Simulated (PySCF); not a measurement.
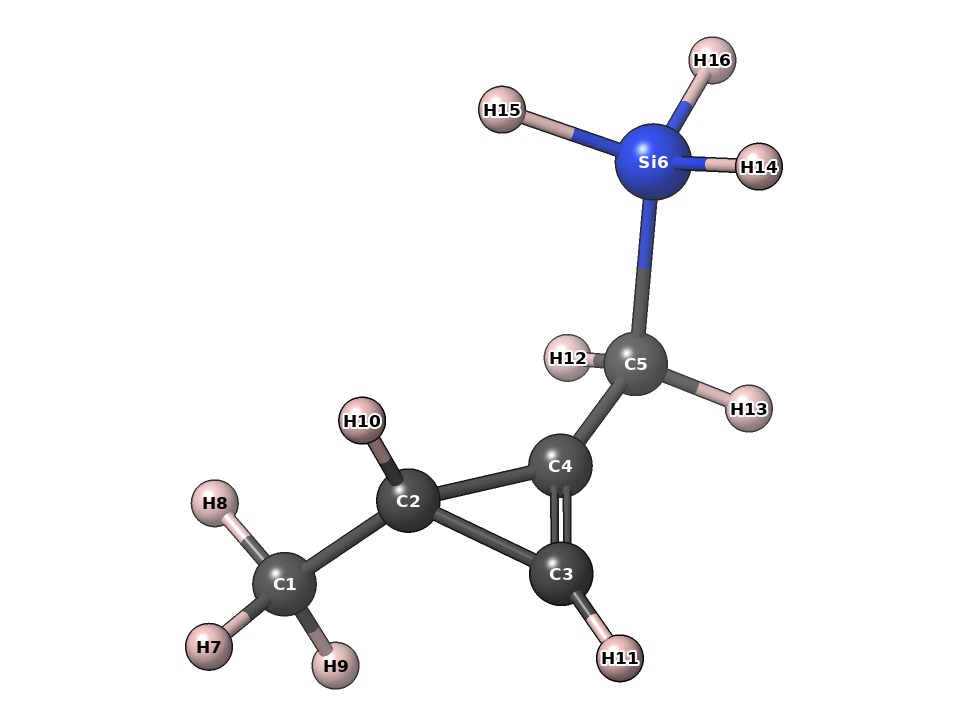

Depth is shown by fading: the farther an atom, the more it takes the colour of the background. The computed structure is the end point of a GFN2-xTB optimisation. No frequency run is at hand to confirm it as a minimum.

### Which atoms or bonds are stereogenic?

Centres: C2.

### Assign CIP descriptors.

C2: S (priorities C4 > C3 > C1 > H10).

### Write the isomeric SMILES.

C[C@H]1C=C1C[SiH3]
